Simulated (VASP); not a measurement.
# A VASP study of CaTi (revPBE): structure first, properties next, part 2 of 2

Aim: relax CaTi, then compute properties on the relaxed cell. The cell is invented: it takes the structure of a Materials Project entry for HfMg (space group 166 there), with all of its atoms replaced by other elements, volume scaled by an estimate. It may not be a known or stable phase.

VASP 6.6.1; revPBE; plane waves and PAW (Ti_sv, Ca_sv); invented cell.

So far. Step 2 (Relaxing cell and atoms (revPBE)): It ends with forces that vanish by symmetry and a pressure of -0.01 GPa. Step 3 (Second relaxation): It ends with forces that vanish by symmetry and a pressure of -0.03 GPa. The volume moved by under 0.01 %: the run met its threshold at the first step. The relaxed cell has a = 3.247, c = 17.103 Å (conventional setting).

## Step 4: Single point with fields (revPBE)

A single point on the relaxed cell gives a clean self-consistent state, with density, ELF and potential written out.

Input file INCAR:

```
SYSTEM = CaTi
PREC = Accurate
ENCUT = 400
EDIFF = 1E-06
NELM = 100
ISMEAR = 0
SIGMA = 0.05
LREAL = .FALSE.
ALGO = Normal
GGA = RE
LORBIT = 11
LWAVE = .FALSE.
LCHARG = .TRUE.
ISIF = 2
LELF = .TRUE.
LVHAR = .TRUE.
```

Input file POSCAR:

```
CaTi
1.0
    1.6232645148      0.9371920964      5.7010878102
   -1.6232645148      0.9371920964      5.7010878102
    0.0000000000     -1.8743841927      5.7010878102
Ti Ca
1 1
Direct
    0.0000000000      0.0000000000      0.0000000000
    0.5000000000      0.5000000000      0.5000000000
```

Input file KPOINTS:

```
Automatic mesh
0
Gamma
8 8 8
0 0 0
```

The projector-augmented-wave data sets are Ti_sv and Ca_sv (PBE family, release 64).

Launch:

```console
mpirun -np 1 vasp_std
```

What it wrote:

```text
[... set-up lines as in an earlier step ...]
 entering main loop
       N       E                     dE             d eps       ncg     rms          rms(c)
[... 17 cycles as in an earlier step ...]
   1 F= -.79037201E+01 E0= -.79015207E+01  d E =-.439872E-02
```

Wall time 2 min (1 MPI rank of AMD EPYC 7R43, shared host); peak memory 0.21 GiB.

OUTCAR, selected parts (step 4):

```text
The static configuration has the point symmetry D_3d.

 Found     65 irreducible k-points:

   NELECT =      22.0000    total number of electrons

 E-fermi :   4.4472

[... 20 parts as in an earlier step ...]
```

This step gave:

* SCF cycles: 17

Valence electrons inside each PAW sphere by angular momentum. Sphere charges, by row:

| atom | s (e) | p (e) | d (e) | tot (e) |
| --- | --- | --- | --- | --- |
| Ti1 | 2.204 | 6.037 | 1.784 | 10.03 |
| Ca2 | 2.1 | 5.843 | 0.292 | 8.235 |

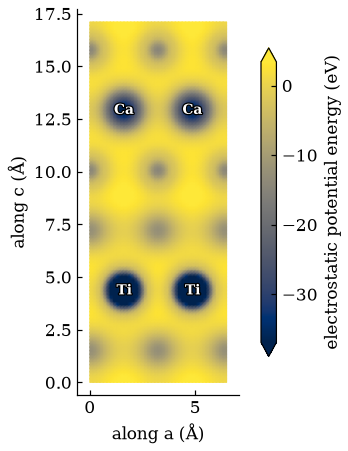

Electrostatic potential energy in the ac plane of the conventional cell at fractional y = 0.000, with atoms of Ti and Ca within 0.2 Å of it. With pseudopotentials it is smooth inside the atoms' cores, unlike the true potential. The map starts off the cell's origin, so that atoms lie inside it.

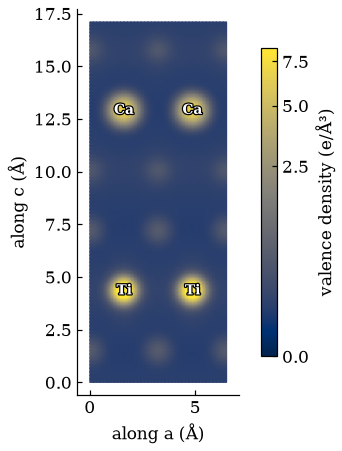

Valence density in the ac plane of the conventional cell at fractional y = 0.000, with atoms of Ti and Ca within 0.2 Å of it. It is the smooth field of the valence electrons, not physical close to the nuclei. The map starts off the cell's origin, so that atoms lie inside it. The colour scale is stretched toward low values.

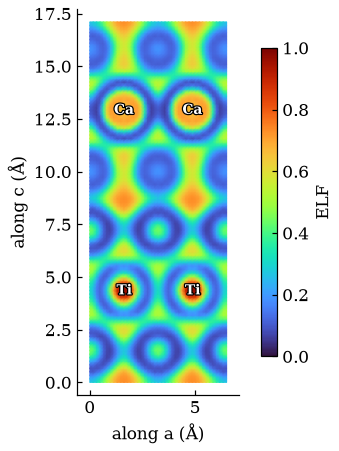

ELF in the ac plane of the conventional cell at fractional y = 0.000, with atoms of Ti and Ca within 0.2 Å of it. It is the smooth field of the valence electrons, not physical close to the nuclei. The map starts off the cell's origin, so that atoms lie inside it.

In this run the pressure is -0.03 GPa, small enough to go on.

## Step 5: Bands along the symmetry lines (revPBE)

Levels along the symmetry lines show where the bands peak and cross; KPOINTS_OPT computes them in the converged potential.

Edit INCAR of step 4 so:

```diff
@@ -12,5 +12,2 @@
 LWAVE = .FALSE.
-LCHARG = .TRUE.
-ISIF = 2
-LELF = .TRUE.
-LVHAR = .TRUE.
+LCHARG = .FALSE.
```

POSCAR is that of step 4.

KPOINTS is that of step 4.

Input file KPOINTS_OPT:

```
Line mode
16
Line-mode
Reciprocal
  0.00000000   0.00000000   0.00000000 GAMMA
  0.50000000   0.00000000   0.00000000 L

  0.50000000   0.00000000   0.00000000 L
  0.50000000   0.18468234  -0.18468234 B1

  0.81531766   0.50000000   0.18468234 B
  0.50000000   0.50000000   0.50000000 Z

  0.50000000   0.50000000   0.50000000 Z
  0.00000000   0.00000000   0.00000000 GAMMA

  0.00000000   0.00000000   0.00000000 GAMMA
  0.34234117   0.00000000  -0.34234117 X

  0.65765883   0.34234117   0.00000000 Q
  0.50000000   0.50000000   0.00000000 F

  0.50000000   0.50000000   0.00000000 F
  0.65765883   0.65765883   0.18468234 P1

  0.65765883   0.65765883   0.18468234 P1
  0.50000000   0.50000000   0.50000000 Z

  0.50000000   0.00000000   0.00000000 L
  0.81531766   0.34234117   0.34234117 P
```

Launch:

```console
mpirun -np 1 vasp_std
```

What it wrote:

```text
[... set-up lines as in an earlier step ...]
 entering main loop
       N       E                     dE             d eps       ncg     rms          rms(c)
[... 17 cycles as in an earlier step ...]
   1 F= -.79037201E+01 E0= -.79015207E+01  d E =-.439872E-02
 Start KPOINTS_OPT (optional k-point list driver)
k-point batch [1-65\144]
       N       E                     dE             ncg
DAV:   1    -0.154635775053E+05   -0.42925E+05     1950
DAV:   2    -0.276802898064E+05   -0.12217E+05     2181
DAV:   3    -0.284930121549E+05   -0.81272E+03     3718
DAV:   4    -0.285128345897E+05   -0.19822E+02     2317
DAV:   5    -0.285137013781E+05   -0.86679E+00     3244
DAV:   6    -0.285137094767E+05   -0.80986E-02     2472
DAV:   7    -0.285137097348E+05   -0.25816E-03     3300
DAV:   8    -0.285137097383E+05   -0.34579E-05     2211
DAV:   9    -0.285137097385E+05   -0.17599E-06     2137
[...]
k-point batch [131-144\144]
       N       E                     dE             ncg
DAV:   1     0.302735621842E+05   -0.13629E+05      420
DAV:   2     0.277628745043E+05   -0.25107E+04      455
DAV:   3     0.275933500329E+05   -0.16952E+03      840
DAV:   4     0.275895223221E+05   -0.38277E+01      490
DAV:   5     0.275893339682E+05   -0.18835E+00      721
DAV:   6     0.275893324129E+05   -0.15553E-02      483
DAV:   7     0.275893323671E+05   -0.45810E-04      730
DAV:   8     0.275893323663E+05   -0.82277E-06      431
```

It took 4.3 min on 1 MPI rank; peak memory 0.23 GiB.

Parts of OUTCAR (step 5):

```text
   NELECT =      22.0000    total number of electrons

 E-fermi :   4.4472

[... 20 parts as in an earlier step ...]

[... 2 further parts left out ...]
```

Electronic bands along the path, in eV, zero at the Fermi level; # counts the bands kept:

```
    point     #1     #2     #3     #4    #5
        Γ  -4.82  -1.60   0.03   0.87  0.87
        L  -1.20  -0.64  -0.45   0.28  0.37
       B1  -0.39  -0.37  -0.29  -0.13  0.30
jump to B  -0.39  -0.37  -0.29  -0.13  0.30
        Z  -3.78  -3.23  -0.01   0.90  0.90
        Γ  -4.82  -1.60   0.03   0.87  0.87
        X  -0.42  -0.28  -0.23  -0.15  0.25
jump to Q  -0.42  -0.28  -0.23  -0.15  0.25
        F  -1.53  -1.19  -0.46   0.54  1.26
       P1  -1.45  -1.13  -0.38   0.35  1.22
        Z  -3.78  -3.23  -0.01   0.90  0.90
jump to L  -1.20  -0.64  -0.45   0.28  0.37
        P  -1.45  -1.13  -0.38   0.35  1.22
```

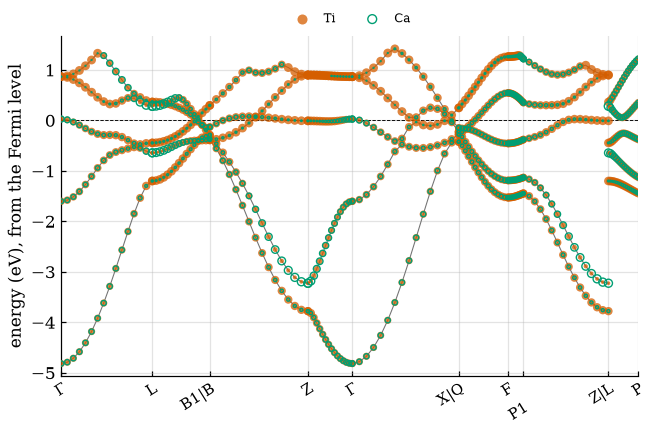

Electronic bands along the path; dots are coloured as in the legend, and their area grows with the weight.

There is no gap at this level.

Of the bands kept, 2 cross the Fermi level on this path.

## Step 6: Total and projected DOS (revPBE)

A density of states needs more k-points than a total energy; ISMEAR = -5 takes tetrahedra, and LORBIT projects the states on the PAW spheres. The mesh is finer than in the run before.

Edit INCAR of step 5 so:

```diff
@@ -5,3 +5,3 @@
 NELM = 100
-ISMEAR = 0
+ISMEAR = -5
 SIGMA = 0.05
@@ -13 +13,2 @@
 LCHARG = .FALSE.
+NEDOS = 2001
```

POSCAR is that of step 5.

Input file KPOINTS:

```
Automatic mesh
0
Gamma
12 12 12
0 0 0
```

Launch:

```console
mpirun -np 1 vasp_std
```

What it wrote:

```text
[... set-up lines as in an earlier step ...]
 entering main loop
       N       E                     dE             d eps       ncg     rms          rms(c)
DAV:   1     0.182719865350E+03    0.18272E+03   -0.10234E+04  5670   0.128E+03
DAV:   2     0.187018469410E+01   -0.18085E+03   -0.17984E+03  6020   0.393E+02
DAV:   3    -0.107231887505E+02   -0.12593E+02   -0.12508E+02 11195   0.902E+01
DAV:   4    -0.110334841255E+02   -0.31030E+00   -0.30975E+00  6910   0.131E+01
DAV:   5    -0.110484383018E+02   -0.14954E-01   -0.14942E-01  9613   0.215E+00    0.102E+01
DAV:   6    -0.131867748217E+02   -0.21383E+01   -0.14175E+02  7091   0.454E+01    0.136E+01
DAV:   7    -0.827868133713E+01    0.49081E+01   -0.28067E+01  7721   0.278E+01    0.332E+00
DAV:   8    -0.817910043972E+01    0.99581E-01   -0.40237E-01  7414   0.365E+00    0.279E+00
DAV:   9    -0.790465206653E+01    0.27445E+00   -0.11527E+00  7581   0.493E+00    0.111E+00
DAV:  10    -0.791869687776E+01   -0.14045E-01   -0.51240E-01  9530   0.349E+00    0.694E-01
DAV:  11    -0.790036121926E+01    0.18336E-01   -0.10430E-01  7357   0.161E+00    0.329E-01
DAV:  12    -0.790067969721E+01   -0.31848E-03   -0.36508E-02  8048   0.145E+00    0.201E-01
DAV:  13    -0.789936754974E+01    0.13121E-02   -0.61630E-03  6986   0.651E-01    0.381E-02
DAV:  14    -0.789932165243E+01    0.45897E-04   -0.54244E-04  9119   0.168E-01    0.138E-02
DAV:  15    -0.789934453186E+01   -0.22879E-04   -0.29926E-05  7551   0.383E-02    0.310E-03
DAV:  16    -0.789933928017E+01    0.52517E-05   -0.15693E-06  5005   0.893E-03    0.150E-03
DAV:  17    -0.789933889844E+01    0.38174E-06   -0.52462E-07  3801   0.453E-03
   1 F= -.78993389E+01 E0= -.78993389E+01  d E =0.000000E+00
 -----------------------------------------------------------------------------
|                                                                             |
|           W    W    AA    RRRRR   N    N  II  N    N   GGGG   !!!           |
|           W    W   A  A   R    R  NN   N  II  NN   N  G    G  !!!           |
|           W    W  A    A  R    R  N N  N  II  N N  N  G       !!!           |
|           W WW W  AAAAAA  RRRRR   N  N N  II  N  N N  G  GGG   !            |
|           WW  WW  A    A  R   R   N   NN  II  N   NN  G    G                |
|           W    W  A    A  R    R  N    N  II  N    N   GGGG   !!!           |
|                                                                             |
|     Tetrahedron method does not include variations of the Fermi             |
|     occupations, so forces and stress will be inaccurate. We suggest        |
|     using a different smearing scheme ISMEAR = 1 or 2 for metals in         |
|     relaxations.                                                            |
|                                                                             |
 -----------------------------------------------------------------------------
```

It took 5.6 min on 1 MPI rank; peak memory 0.28 GiB.

From OUTCAR (step 6):

```text
   k-points           NKPTS =    189   k-points in BZ     NKDIM =    189   number of bands    NBANDS=     15

   NELECT =      22.0000    total number of electrons

 E-fermi :   4.4679

 k-point     1 :       0.0000    0.0000    0.0000
  band No.  band energies     occupation
    ...
      7     -17.2657      2.00000
      8     -17.2657      2.00000
      9      -0.3715      2.00000
     10       2.8470      2.00000
     11       4.4762      1.92481
     12       5.3089      0.00000
     13       5.3089      0.00000
     14       5.7607      0.00000
     15       6.1095      0.00000

  Total       -0.0533714     -0.0533714      0.1480243     -0.0000000      0.0000000      0.0000000
  in kB       -1.6432076     -1.6432072      4.5573954     -0.0000000      0.0000000      0.0000000
  external PRESSURE =       0.4236602 kB  Pullay stress =       0.0000000 kB

 POSITION                                       TOTAL-FORCE (eV/Angst)
 -----------------------------------------------------------------------------------
      0.00000      0.00000      0.00000         0.000000      0.000000      0.000000
      0.00000      0.00000      8.55163         0.000000     -0.000000      0.000000
 -----------------------------------------------------------------------------------
    total drift:                               -0.000000      0.000000     -0.000000

  FREE ENERGIE OF THE ION-ELECTRON SYSTEM (eV)
  ---------------------------------------------------
  free  energy   TOTEN  =        -7.8993388984 eV

  energy  without entropy=       -7.8993388984  energy(sigma->0) =       -7.89933890

[... 6 parts as in an earlier step ...]

[... 10 further parts left out ...]
```

The DOS at the Fermi level is high for the number of transition-metal atoms. It is one value on this mesh and may be a narrow spike; if it stands, a magnetic instability is possible, which a run without spin can't show. With tetrahedra the forces and stress of a metal are not exact derivatives of the energy.

This step gave:

```yaml
irreducible_k_points: 189
free_energy_toten: -7.899 eV
fermi_energy: 4.468 eV
pressure: 0.04237 GPa
dos_at_the_fermi_level: 4.915 states/eV/cell
```

The density of states has structure finer than the step of the table below, so its rows give means over 1 eV, whole bins alone (the curve runs from -12.0 to 1.45 eV). Peaks (eV: height): total -0.6: 3.22, -0.3: 7.23, 0.0: 5.10, 0.3: 5.8, 1.4: 6.66; Ti d -0.6: 1.18, -0.3: 3.45, 0.0: 2.77, 0.3: 2.95, 1.4: 3.79; Ca d -0.6: 0.213, -0.3: 0.477, 0.3: 0.332, 1.4: 0.823.

States under -12.0 eV and over 1.5 eV are left out. Table of density of states by energy, zero at the Fermi level; means over each step; values in states/eV/cell:

```csv
energy (eV),total,Ti d,Ca d
-6,0,0,0
-5,0.0293,1.9e-5,0
-4,0.283,0.00142,6.4e-4
-3,0.480,0.0104,0.00559
-2,0.963,0.106,0.0312
-1,2.12,0.635,0.126
0,4.09,2.00,0.247
```

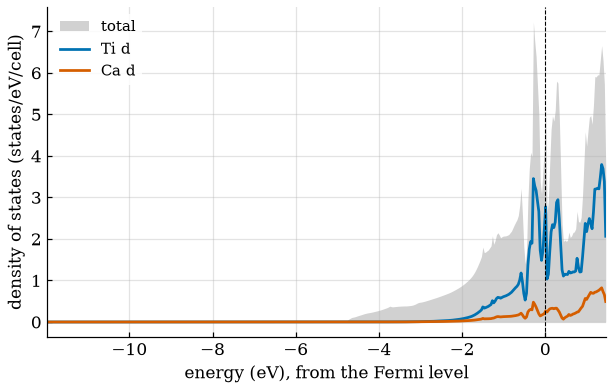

Density of states, plotted against energy.

The finer mesh and the other smearing move the Fermi level by +0.02 eV from the 8×8×8 run, a small shift, which tests the Fermi level alone. Of the states within 0.3 eV of the Fermi level, the largest shares in the PAW spheres are Ti d 48 % and Ca d 6 %. The rest lies in smaller channels or between the spheres.

## Step 7: Elastic tensor by finite strains (revPBE)

IBRION = 6 with ISIF = 3 strains the cell both ways at fixed fractional positions, and adds the ions' share afterwards from the force constants. Stress converges slowly with the basis, so the cutoff is raised.

Input file INCAR:

```
SYSTEM = CaTi
PREC = Accurate
ENCUT = 500
EDIFF = 1E-07
NELM = 100
ISMEAR = 0
SIGMA = 0.05
LREAL = .FALSE.
ALGO = Normal
GGA = RE
LORBIT = 11
LWAVE = .FALSE.
LCHARG = .FALSE.
IBRION = 6
NFREE = 2
POTIM = 0.015
ISIF = 3
NSW = 1
```

POSCAR is that of step 6.

Input file KPOINTS:

```
Automatic mesh
0
Gamma
8 8 8
0 0 0
```

Launch:

```console
mpirun -np 1 vasp_std
```

What it wrote:

```text
[... set-up lines as in an earlier step ...]
 entering main loop
       N       E                     dE             d eps       ncg     rms          rms(c)
DAV:   1     0.201778104917E+03    0.20178E+03   -0.11449E+04  1950   0.148E+03
DAV:   2     0.360246314106E+01   -0.19818E+03   -0.19694E+03  2027   0.427E+02
DAV:   3    -0.106324376768E+02   -0.14235E+02   -0.14116E+02  3864   0.979E+01
DAV:   4    -0.110257930927E+02   -0.39336E+00   -0.39192E+00  2357   0.153E+01
[...]
DAV:  17    -0.790805832286E+01   -0.25149E-06   -0.18831E-07  2053   0.333E-03    0.156E-03
DAV:  18    -0.790805851321E+01   -0.19035E-06   -0.13161E-07  1591   0.270E-03    0.314E-04
DAV:  19    -0.790805850519E+01    0.80277E-08   -0.19764E-08  1325   0.120E-03
   1 F= -.79080585E+01 E0= -.79058588E+01  d E =-.439941E-02
[... from here on, the cycles between the ionic steps are left out ...]
   2 F= -.79061939E+01 E0= -.79037724E+01  d E =-.484308E-02
   3 F= -.79044342E+01 E0= -.79023360E+01  d E =-.419642E-02
   4 F= -.79061875E+01 E0= -.79037701E+01  d E =-.483474E-02
[...]
hard stop encountered!  aborting job ...
[...]
|     The electronic self-consistency was not achieved in the given           |
[...]
soft stop encountered!  aborting job ...
   5 F= -.79241171E+01 E0= -.79220981E+01  d E =-.403798E-02
 deleting file STOPCAR
```

The job ended after 21 min (1 MPI rank; peak memory 0.43 GiB).

The run was stopped at its time limit, by a STOPCAR file.

More ranks or a longer limit would be the way on.

## Step 8: Summary of results

```
relaxed volume                            : 26.02 Å³/atom
relaxed conventional cell a, b, c         : 3.247, 3.247, 17.103 Å; angles 90.0, 90.0, 120.0°
space group after relaxing, within 0.02 Å : R-3m (No. 166)
band gap                                  : none, a metal
DOS at the Fermi level                    : 4.92 states/eV/cell
```

**Reading.** With revPBE, CaTi relaxes to 26.02 Å³/atom in space group R-3m (held by the symmetry of the run) and comes out as a metal. Not obtained: elastic tensor by finite strains (revPBE), because the run hit its time limit. Bands along the symmetry lines (revPBE): Of the bands kept, 2 cross the Fermi level on this path. The k-sampling is coarse for a metal, so the Fermi level, pressures and the shape of the cell carry errors. No search among competing phases was made. All values are for a static lattice at zero temperature.

[Lines on the potential files, build, host, timing and source positions are cut from VASP's logs without a mark.]

[Logs are printed without paths, hosts, clocks, repeated set-up lines and the standing remarks that a program may print on its own settings, such as how far it seeks lower states.]

[Hosts, paths, dates, database ids (printed as entryN), source tags and the programs' standing remarks are cut or masked in the printed files.]

[A measured line is paired with the nearest computed mode of its activity, which favours agreement.]
